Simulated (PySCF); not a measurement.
## Electronic structure of C₄H₁₀PSi (doublet) in real space

```
atom    x (Å)    y (Å)    z (Å)
   C  -1.2523  -1.3115   0.0406
   C  -1.4098   0.1257  -0.3827
   C  -0.4407   0.7317  -1.3418
   C  -0.4451   1.1756   0.0999
  Si   1.0311   0.7731   1.2096
   P   2.4831  -0.6072   0.2086
   H  -0.2027  -1.6015   0.0223
   H  -1.7995  -1.9677  -0.6350
   H  -1.6381  -1.4584   1.0487
   H  -2.4461   0.4338  -0.4763
   H   0.3873   0.1191  -1.6735
   H  -0.7979   1.4204  -2.0936
   H  -0.8813   2.1501   0.2886
   H   1.7088   2.0584   1.4808
   H   2.1687  -1.7437   0.9372
   H   3.5268  -0.2889   1.0576
```

Geometry: GFN2-xTB.

Computed with UKS B3LYP, pcH-1 on C H P Si, non-relativistic, mean-field spin-orbit, GIAO in PySCF.

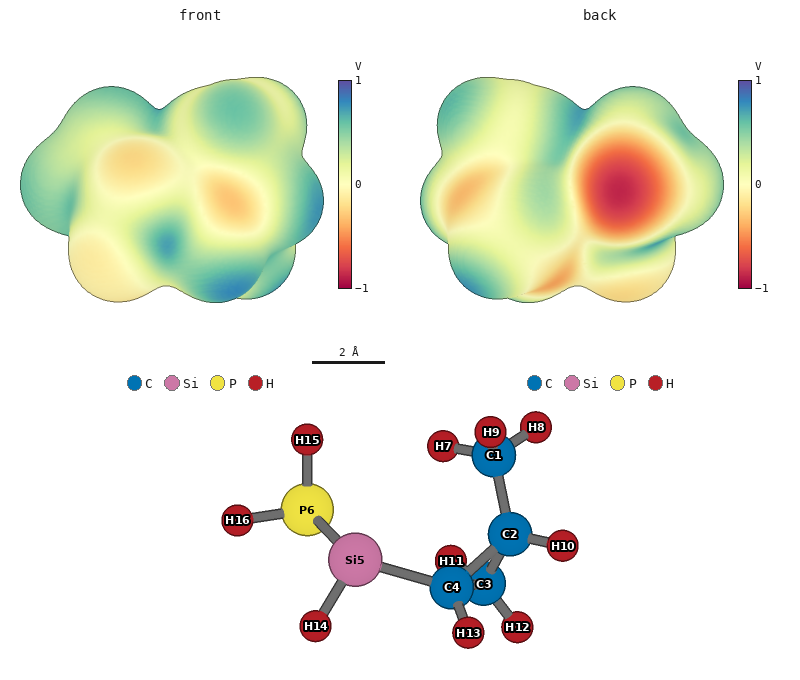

Figure 1. The molecular electrostatic potential painted on the density surface at 0.002 e/bohr³, seen from the front and from behind; red is negative and blue positive. The bare structure is drawn below in the same view.

Where is the surface potential most negative and most positive?

Answer. The most negative region (about −0.8 V) lies over P6, the most positive (about +0.8 V) over the H and Si atoms.

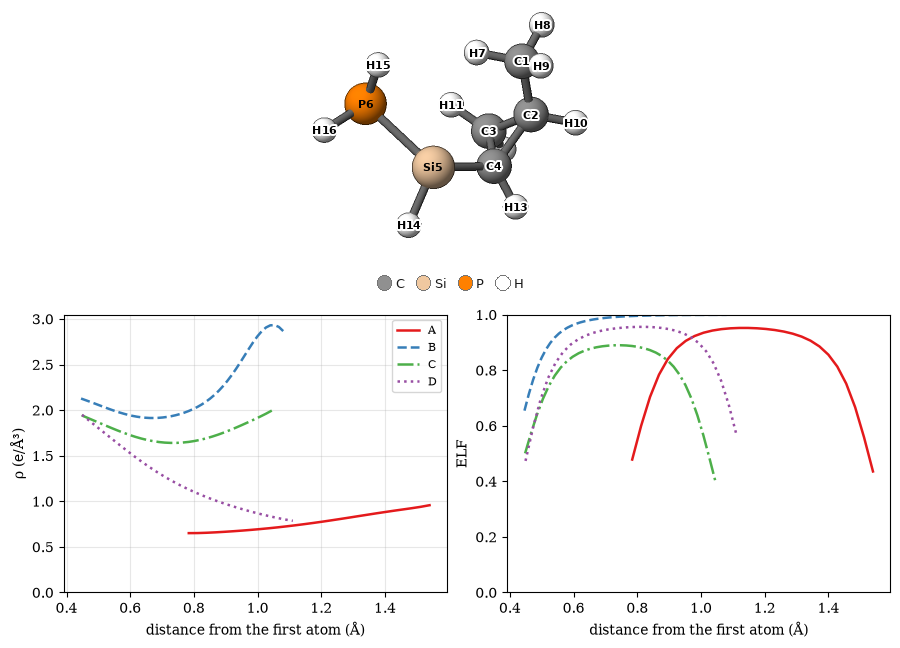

Figure 2. Total electron density and ELF along straight lines between neighbouring atoms. The curves leave out the atomic cores. The structure is drawn too.

Which curve belongs to which contact (C–C, C–H, C–Si and Si–P)? The first atom named is at distance zero.

Answer. Curve A: Si–P (2.24 Å): the density is about 0.74 e/Å³ at the midpoint; the ELF peaks at about 0.95 between the atoms: localised, covalent bonding. Curve B: C–H (1.08 Å): ρ at the midpoint is about 2 e/Å³; the ELF climbs to about 1 towards the hydrogen, as it does in any bond to H (an ordinary covalent bond to hydrogen). Curve C: C–C (1.49 Å): ρ at the midpoint is about 1.6 e/Å³; the ELF peaks at about 0.90 between the atoms; localised, covalent bonding. Curve D: C–Si (1.89 Å): ρ at the midpoint is about 0.92 e/Å³; the ELF peaks at about 0.95 between the atoms (a covalent bond).
